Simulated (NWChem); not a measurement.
# SnH3 (SMILES [SnH3]) at UCCSD/def2-SVP (core potential)

What is the vertical ionisation energy of SnH3 at UCCSD/def2-SVP (core potential)? 

The results are computed with NWChem 7.3.0.

**1. Starting point**

The species is SnH3 (4 atoms), meant as a doublet with charge 0. As SMILES, `[SnH3]`. The coordinates come from a PBE0-D4/def2-TZVP relaxation.

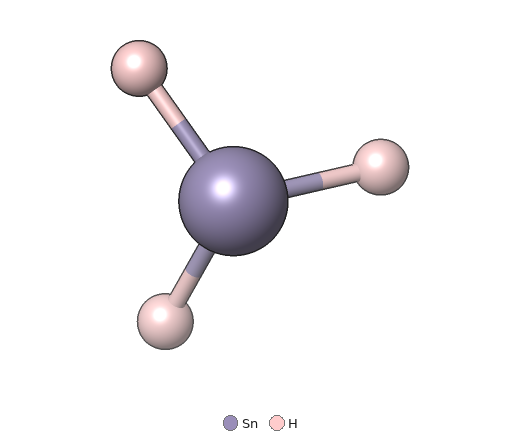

Viewed from a chosen angle; tin purple, hydrogen pink.

**2. The energy at UCCSD/def2-SVP (core potential)**

run.nw reads:

```
START run
memory total 2200 mb
GEOMETRY units bohr noautosym nocenter noautoz
  Sn  0.52950126 -0.39986605 -0.51343859
  H   1.99403901  0.02078699  2.34647293
  H  -2.12594189 -2.21513696 -0.12094247
  H  -0.29271858  2.48026554 -1.75045331
END
BASIS spherical bse
  * library def2-SVP
END
ECP bse
  Sn library def2-SVP
END
SCF
  doublet
  uhf
  thresh 1e-08
  maxiter 80
  noprint "final vectors analysis"
END
TCE
  scf
  ccsd
  freeze core 4
  maxiter 60
END
TASK tce energy
```

Run with:

```sh
$ nwchem run.nw > run.out
```

What it wrote:

```text
[...]
  functions       =    41
[...]
  wavefunction    = UHF
[...]
         Total SCF energy =   -215.038598433271
      One electron energy =   -419.326400580330
      Two electron energy =    183.354403188538
 Nuclear repulsion energy =     20.933398958521
                       Sz =      0.5000
                 Sz(Sz+1) =      0.7500
                      S^2 =      0.7531
[...]
         Wavefunction type : Unrestricted Hartree-Fock
          No. of electrons :    25
[...]
         Spin multiplicity : doublet
[...]
 CCSD total energy / hartree       =      -215.172476463827877
[...]
```

It took 6 s on 1 thread of AMD EPYC 9R14 (Zen 4), shared host; peak memory 0.18 GiB.

**3. The singlet cation, same level**

h3sn.nw reads:

```
START h3sn
memory total 2200 mb
charge 1
GEOMETRY units angstroms noautosym nocenter noautoz
  Sn     0.280200    -0.211600    -0.271700
  H      1.055200     0.011000     1.241700
  H     -1.125000    -1.172200    -0.064000
  H     -0.154900     1.312500    -0.926300
END
BASIS spherical bse
  * library def2-SVP
END
ECP bse
  Sn library def2-SVP
END
SCF
  singlet
  rhf
  thresh 1e-08
  maxiter 80
  print low
END
CCSD
  freeze core 4
  maxiter 60
END
TASK ccsd energy
```

Run with:

```sh
$ nwchem h3sn.nw > h3sn.out
```

What it wrote:

```text
[...]
  functions       =    41
[...]
  wavefunction    = RHF
[...]
         Total SCF energy =   -214.744479760879
      One-electron energy =   -412.404946950594
      Two-electron energy =    176.727066712617
 Nuclear repulsion energy =     20.933400477097
        Time for solution =      2.3s
[...]
 Total MP2 energy:           -214.846594806946825
[...]
             energy      energy      error      ampl     ampl      Block
                                                time     time      time
[...]
 Total CCSD energy:           -214.872427992114382
[...]
```

Run time: 6.6 s. Hardware: 1 thread of AMD EPYC 9R14 (Zen 4), shared host; peak memory 0.11 GiB.

**4. What came out**

Level: UCCSD/def2-SVP (core potential), 4 core orbitals frozen.

```
                                                   quantity          value
                                 doublet SnH3: total energy  -215.17248 Eh
  doublet SnH3: correlation energy (4 core orbitals frozen)     -133.9 mEh
            doublet SnH3: ⟨S²⟩ of the reference determinant          0.753
                               singlet cation: total energy  -214.87243 Eh
singlet cation: correlation energy (4 core orbitals frozen)     -127.9 mEh
         vertical ionisation energy (to the singlet cation)       8.165 eV
```

**Reading.** The vertical ionisation energy comes to 8.16 eV (188 kcal/mol). Only the singlet of the ionised species was computed; a triplet could lie lower.
